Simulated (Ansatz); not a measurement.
**BaTiO3 (Pm-3m): the HSE06 gap against the k mesh of the hybrid**

How far can the k mesh of the hybrid be lowered for the gap of BaTiO3 (Pm-3m)?

Method: DFT, HSE06, plane waves, PAW, in Ansatz 0.2.0.

## (1) Starting point

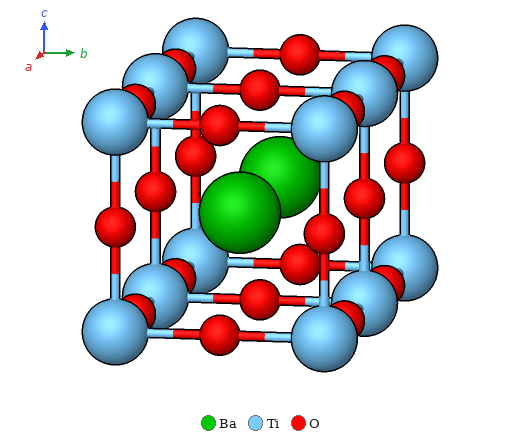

The cell as given, slightly off an axis (barium green, titanium blue, oxygen red). 2×1×1 cells are drawn. Some periodic images of atoms are drawn too.

The cell and positions come from the Crystallography Open Database and are kept as given unless a step says otherwise. Spin-orbit coupling is left out unless a step names it. The default PAW set here is soft_2. Its files were made with PBE.

## (2) k mesh of the hybrid: 2×2×2

input.yaml

```yaml
crystal:
  lattice:
    - [4.006, 0.0, 0.0]
    - [0.0, 4.006, 0.0]
    - [0.0, 0.0, 4.006]
  atoms:
    - { symbol: Ba, position: [0.5, 0.5, 0.5] }
    - { symbol: Ti, position: [0.0, 0.0, 0.0] }
    - { symbol: O, position: [0.5, 0.0, 0.0] }
    - { symbol: O, position: [0.0, 0.5, 0.0] }
    - { symbol: O, position: [0.0, 0.0, 0.5] }
kpoints:
  mp_grid: { grid: [2, 2, 2] }
  band_path:
    path: [[0.0, 0.0, 0.0], [0.0, 0.5, 0.0], [0.5, 0.5, 0.0], [0.5, 0.5, 0.5]]
    npoints: 1
hamiltonian:
  xc: hse06
scf:
  occupations: { method: fixed }
  n_extra_bands: 5
output:
  eigenvalues: true
  write_density: true
  write_potential: true
  elf: true
  volumetric_format: npy
```

Command:

```bash
> ansatz run input.yaml --threads 3 --pin off --max-ram 92160MiB --backend cuda --events-out ev --progress --plain --runs-dir out --devices 1 --max-vram 13GiB
```

Numbers of over 12 decimals in the logs are rounded to 6 here.

What it wrote:

```text
scf.n_extra_bands = 5 over 20 filled bands (N_el = 40.0): the run solves 25 bands
exact exchange: scf.exx.singularity resolves to wigner_seitz, which cuts the screened interaction at the faces of the exchange supercell's Wigner-Seitz cell, so that each pair interacts once, at the shortest of its separations (the periodic images that this leaves out come, for a point-like exchange hole, to about 0.053 eV on a filled level). The cut falls within the interaction's reach, and what an exchange supercel [...]
GPUs: using 1 of 1 available (devices: 1).
Engine: ansatz 0.2.0, x86_64-unknown-linux-gnu
Pseudopotentials: kind: paw
Pseudopotential: Ba, paw, valence charge 10, recommended cutoff 420 eV (normal), Ba.paw.azcp
Pseudopotential: Ti, paw, valence charge 12, recommended cutoff 420 eV (normal), Ti.paw.azcp
Pseudopotential: O, paw, valence charge 6, recommended cutoff 420 eV (normal), O.paw.azcp
Functional definition: HSE06
  parameter a = 0.25
  parameter omega = 0.11/bohr
  exchange = pbe_x - a*pbe_x_sr(omega) + a*exact_x_sr(omega)
  correlation = pbe_c
davidson cushion auto → on  (no smearing: the cushion is to keep the highest requested band from converging to the state above it; pin scf.eigensolver.cushion to override)
concurrent solve slots: 2 of 3 are kept, ahead of what memory takes: no pass of the eigensolver takes more rounds on 2
device memory: the entry about to start is reckoned to put 0.7 GiB on a device that reports 60.2 GiB free (of which the cap on the GPU budget leaves the run 13.0 GiB)
GPU FFT provider: cuFFT
GPU libraries: cuBLAS 13.8.2, cuFFT 12.4.0, cuSOLVER 12.3.4
Crystal: 5 atoms, lattice volume = 64.288 Å³
Basis set: ecut = 420 eV, 1237 PW (Γ)
Bands: 25, of which v1, the nominal top of the filled ones, is band 20 counted from 1 (19 counted from 0)
Symmetry: 48 space group operations
Space group: Pm-3m (ITA 221), of the structure as read, at distance tolerance 4.0e-5 Å
k-points: 4 of 8
Non-local potential: Ba, projectors of the file, l = 0: 3, l = 1: 2, l = 2: 2, l = 3: 2
Non-local potential: Ti, projectors of the file, l = 0: 3, l = 1: 2, l = 2: 3, l = 3: 1
Non-local potential: O, projectors of the file, l = 0: 2, l = 1: 2, l = 2: 1
PAW form: soft (Blöchl's): semilocal exchange-correlation on the pseudo side does not see the compensation charge
PAW frozen core: Ba, regenerated for the run's functional, and the local potential with it (the file was generated under x = pbe(κ = 0.804, μ = 0.219515), c = pbe(β = 0.066725))
PAW frozen core: Ti, regenerated for the run's functional, and the local potential with it (the file was generated under x = pbe(κ = 0.804, μ = 0.219515), c = pbe(β = 0.066725))
PAW frozen core: O, regenerated for the run's functional, and the local potential with it (the file was generated under x = pbe(κ = 0.804, μ = 0.219515), c = pbe(β = 0.066725))
PAW one-centre angular grid: Ba, 194 points (default); XC on 64 Gauss nodes
PAW one-centre angular grid: Ti, 590 points (default); XC on 64 Gauss nodes
PAW one-centre angular grid: O, 110 points (default); XC on 96 Gauss nodes
Initial density: superposition of atomic densities (neutral atoms: chi_scale 0, normalization atom), corrected by the library's trained network
Initial wavefunctions: pseudopotential atomic-orbital guess
GPU buffer pool allocated for 19683 grid points (all kernels)
GPU transforms: local potential and band sums: pruned to the plane-wave sphere, on 27×27×27
Functional: x = pbe(κ = 0.804, μ = 0.219515), c = pbe(β = 0.066725), warm-up for x = pbe(κ = 0.804, μ = 0.219515) + 0.25 (exact − pbe) at short range (hse, ω = 0.207870 Å⁻¹), c = pbe(β = 0.066725); HSE06 as pw.x's `hse` composes it (authors' and Libxc's form: `xc: wpbeh`)
SCF iter   1: F=—  HF=-10158.825974 eV  |F-HF|=—  |Δ(HF+E_count)|=         —  Δρ=1.69e-2  dr2=2.16e-1  ethr=1.77e-3  ⟨swp⟩=6.5  Hψ=477  notcnv=0
preconditioner: auto → none  [insulator: Δε(μ)=1.794 eV  Ē_g=11.750 eV  n_scr=18 (ndim 8)  ℏωp=26.2 eV  f_vac=0.000]
[...]
Frozen-core exchange: fock
SCF iter   1: F=—  HF=-10162.902189 eV  |F-HF|=—  |Δ(HF+E_count)|=         —  Δρ=2.79e-2  dr2=7.71e-1  ethr=7.90e-8  ⟨swp⟩=10.2  Hψ=692  notcnv=0
preconditioner: auto → none  [insulator: Δε(μ)=3.722 eV  Ē_g=14.329 eV  n_scr=18 (ndim 8)  ℏωp=26.2 eV  f_vac=0.000]
SCF iter   2: F=—  HF=-10162.821460 eV  |F-HF|=—  |Δ(HF+E_count)|=   8.07e-2  Δρ=2.93e-2  dr2=6.06e-1  ethr=7.90e-8  ⟨swp⟩=9.2  Hψ=668  notcnv=0  defer=1
SCF iter   3: F=—  HF=-10162.698780 eV  |F-HF|=—  |Δ(HF+E_count)|=   1.23e-1  Δρ=3.98e-3  dr2=1.41e-2  ethr=7.90e-8  ⟨swp⟩=8.0  Hψ=612  notcnv=0
SCF iter   4: F=—  HF=-10162.724629 eV  |F-HF|=—  |Δ(HF+E_count)|=   2.58e-2  Δρ=2.53e-3  dr2=5.50e-3  ethr=7.90e-8  ⟨swp⟩=6.8  Hψ=494  notcnv=0
SCF iter   5: F=—  HF=-10162.723331 eV  |F-HF|=—  |Δ(HF+E_count)|=   1.30e-3  Δρ=7.75e-4  dr2=1.57e-4  ethr=7.90e-8  ⟨swp⟩=5.5  Hψ=414  notcnv=0
SCF iter   6: F=-10162.723651 eV  HF=-10162.723673 eV  |F-HF|=2.17e-5  |Δ(HF+E_count)|=   3.42e-4  Δρ=3.01e-4  dr2=2.99e-5  ethr=7.90e-8  ⟨swp⟩=4.0  Hψ=336  notcnv=0
SCF 2 stopped early in 6 iterations: F = -10162.723651 eV  dr2 = 2.99e-5
hybrid outer 1: dexx = +3.054e-2 eV, tail = 1.65e-4 eV
GPU FFT provider: cuFFT
GPU libraries: cuBLAS 13.8.2, cuFFT 12.4.0, cuSOLVER 12.3.4
GPU buffer pool allocated for 19683 grid points (all kernels)
GPU transforms: local potential and band sums: pruned to the plane-wave sphere, on 27×27×27
Exchange kernel: α = 0.2500, screened, ω = 0.2079 Å⁻¹, Wigner–Seitz truncation, v(0) = 779.5284 eV·Å³, q-mesh 2×2×2, nearest image of the exchange supercell L = 8.01 Å, pair-density grid 20×20×20, without the augmentation charges, whose exchange is taken in its separable form by FFT convolution over the k-point mesh (sized by the pseudopotential files, 27×27×27 at the most), smooth part of the exact exchange by density-matrix convolution in up to 410.7 MiB of GPU memory as planned if the GPU has room (build and FFT work areas not counted)
Frozen-core exchange: fock
SCF iter   1: F=—  HF=-10162.722578 eV  |F-HF|=—  |Δ(HF+E_count)|=         —  Δρ=5.41e-5  dr2=9.59e-7  ethr=2.06e-6  ⟨swp⟩=3.0  Hψ=234  notcnv=0
preconditioner: auto → none  [insulator: Δε(μ)=2.816 eV  Ē_g=13.511 eV  n_scr=18 (ndim 8)  ℏωp=26.2 eV  f_vac=0.000]
SCF iter   2: F=—  HF=-10162.722583 eV  |F-HF|=—  |Δ(HF+E_count)|=   5.52e-6  Δρ=4.41e-5  dr2=5.53e-7  ethr=1.75e-9  ⟨swp⟩=5.8  Hψ=422  notcnv=0
iter 3 solved again at ethr=1.13e-10 eV; its pass at ethr=1.35e-9 eV (dr2=4.52e-8 eV) is discarded
SCF iter   3: F=-10162.722583 eV  HF=-10162.722583 eV  |F-HF|=1.48e-8  |Δ(HF+E_count)|=   4.62e-8  Δρ=1.57e-5  dr2=5.98e-8  ethr=1.13e-10  ⟨swp⟩=3.2  Hψ=467  notcnv=0
SCF 3 converged in 3 iterations: F = -10162.722583 eV  dr2 = 5.98e-8
hybrid outer 2: dexx = +2.859e-6 eV, tail = 1.97e-7 eV, Δε = 8.68e-3 eV (about 3.73e-4 eV left of the loop's levels)
device memory: the entry about to start is reckoned to put 0.4 GiB on a device that reports 55.6 GiB free (of which the cap on the GPU budget leaves the run 13.0 GiB)
NSCF: frozen V_eff on 4 k-points
hybrid SCF converged: 2 outer / 9 inner (+6 warm-up), last move |dexx| = 2.86e-6 eV, tail = 1.97e-7 eV
Stability not checked: this state was not tested for a lower state beside it, because the functional holds exact exchange (a hybrid, or Hartree-Fock), whose exchange loop this test does not read (fock_operator; see scf.lower_state_search)
Free energy (F): -10162.722583 eV
Frozen-core exchange: fock
Harris-Foulkes:  -10162.722583 eV  (|F-HF|=1.48e-8)
Internal energy: -10162.722583 eV  (E = F + TS)
E sigma→0 (E₀):  -10162.722583 eV
Fermi energy:    9.359749 eV
--- Per-component energies (eV) ---
  E_band       = -225.736748
  E_kinetic    = 972.086176
  E_local      = -2081.911939  (includes V_loc(G=0)·N_el)
  E_nonlocal   = 195.650515
  E_hartree    = 809.023168
  E_xc         = -395.194023
  E_vxc        = -436.210824  (∫ρ·V_xc dr)
  E_exx        = -117.018854  (= α·E_x^exact, valence–valence)
  E_paw        = -6726.558602  (= ΣΔE_a)
  E_vpaw       = -259.366242  (= ΣTr[D̂ρ^β])
  E_aug_tail   = 0.007323  (compensation charges beyond the density's cutoff)
  E_ewald      = -2818.406203
  E_core_change = -0.400145  (= ΣΔE_core)
  E_smearing   = -0.000000  (= −TS)
  E_closure    = -0.000000  (closes the sum)
  Σ components = -10162.722583   (vs F -10162.722583, Δ=-1.82e-12)
--- Band table (eV) ---
  k-point 0: bands = [... 16 lower, 8.1471, 9.2134, 9.2134, 9.2134, 12.1755, 12.1755, 12.1755, 14.3179, ... 1 higher]
  k-point 1: bands = [... 16 lower, 7.3832, 7.3880, 8.5653, 8.5653, 12.3069, 14.0736, 14.0736, 14.3250, ... 1 higher]
  k-point 2: bands = [... 16 lower, 7.3468, 8.4431, 8.4431, 9.3099, 14.0919, 14.0919, 14.5873, 15.2721, ... 1 higher]
  k-point 3: bands = [... 16 lower, 6.7937, 9.3597, 9.3597, 9.3597, 14.8531, 14.8531, 14.8531, 17.7002, ... 1 higher]
```

The job ended after 11 s (1 × NVIDIA H100 80GB HBM3 (shared by 6 runs) with 3 threads of AMD EPYC 7R13 (Zen 3), shared host; peak memory 1 GiB).

The column dr2 measures how far the density is from self-consistency, as an energy; F and HF (Harris–Foulkes) agree once it is small.

Numbers from this step:

```yaml
gap: 2.816 eV
valence_top_at: R
conduction_bottom_at: Γ
least_direct_gap: 2.962 eV
exact_exchange_fraction: 0.25
```

The gap is indirect, with the least direct gap 0.15 eV higher.

## (3) k mesh of the hybrid: 4×4×4

input.yaml: that of step 2 with these lines changed.

```diff
@@ -12,3 +12,3 @@
 kpoints:
-  mp_grid: { grid: [2, 2, 2] }
+  mp_grid: { grid: [4, 4, 4] }
   band_path:
@@ -23,5 +23 @@
   eigenvalues: true
-  write_density: true
-  write_potential: true
-  elf: true
-  volumetric_format: npy
```

What it wrote:

```text
[...]
GPUs: using 1 of 1 available (devices: 1).
[...]
GPU FFT provider: cuFFT
GPU libraries: cuBLAS 13.8.2, cuFFT 12.4.0, cuSOLVER 12.3.4
Crystal: 5 atoms, lattice volume = 64.288 Å³
Basis set: ecut = 420 eV, 1237 PW (Γ)
Bands: 25, of which v1, the nominal top of the filled ones, is band 20 counted from 1 (19 counted from 0)
[... 1 set-up line as in the run before ...]
[...]
k-points: 10 of 64
[...]
Fermi energy:    9.247644 eV
[...]
--- Band table (eV; the first three rows and the last of 10) ---
  k-point 0: bands = [... 16 lower, 8.0600, 9.1551, 9.1551, 9.1551, 12.4299, 12.4299, 12.4299, 14.5312, ... 1 higher]
  k-point 1: bands = [... 16 lower, 7.6576, 7.9805, 8.8008, 8.8008, 12.5010, 13.4420, 13.4420, 14.5353, ... 1 higher]
  k-point 2: bands = [... 16 lower, 7.3422, 7.3422, 8.5215, 8.5215, 12.5753, 14.3261, 14.3261, 14.5389, ... 1 higher]
  k-point 9: bands = [... 16 lower, 6.7723, 9.2476, 9.2476, 9.2476, 15.1268, 15.1268, 15.1268, 17.6580, ... 1 higher]
[key lines of the parts left out:]
Free energy (F): -10163.423067 eV
```

Wall time 18 s (1 × NVIDIA H100 80GB HBM3 (shared by 6 runs) with 3 threads); peak memory 1.1 GiB; 20 s of CPU time.

This step gave:

* gap: 3.182 eV
* valence top at: R
* conduction bottom at: Γ
* least direct gap: 3.275 eV

The gap is 3.182 eV, +0.367 eV from the run before at this level.

## (4) The series

Differences are against the last row; a negative gap means that bands overlap, and a run with a band path holds that path's time. Times are wall times on 1 × NVIDIA H100 80GB HBM3 (shared by 6 runs) with 3 threads of AMD EPYC 7R13 (Zen 3), shared host, good to a factor of about two.

| k mesh of the hybrid | gap (eV) | direct gap (eV) | gap error (eV) | energy error (meV/atom) | irreducible k | time |
| --- | --- | --- | --- | --- | --- | --- |
| 2×2×2 | 2.816 | 2.962 | −0.367 | +140.1 | 4 | 11 s |
| 4×4×4 | 3.182 | 3.275 | +0.000 | +0.0 | 10 | 18 s |

## (5) Summary of results

- 2×2×2: 2.816 eV
- 4×4×4: 3.182 eV

What this shows: The gap holds to 0.02 eV from 4×4×4 on, the last run itself, so the series does not show convergence. At 2×2×2 the gap is off by −0.367 eV and the energy by +140 meV/atom. The gap is read over the mesh and added points near the edges, so meshes differ mainly through the density and, for a hybrid, the exchange operator.

[Paths, hosts, dates, memory and timing lines, banners, echoed tables and standing remarks are left out of the program output.]

[Logs are printed without paths, hosts, clocks, repeated set-up lines and the standing remarks that a program may print on its own settings, such as how far it seeks lower states.]

[Runs of the session that timed out or met a known fault of the program may be left out.]

[Cells called generated may have been cut or substituted from an entry of the Crystallography Open Database or the Materials Project.]

[Hosts, paths, dates, database ids (printed as entryN), source tags and the programs' standing remarks are cut or masked in the printed files.]
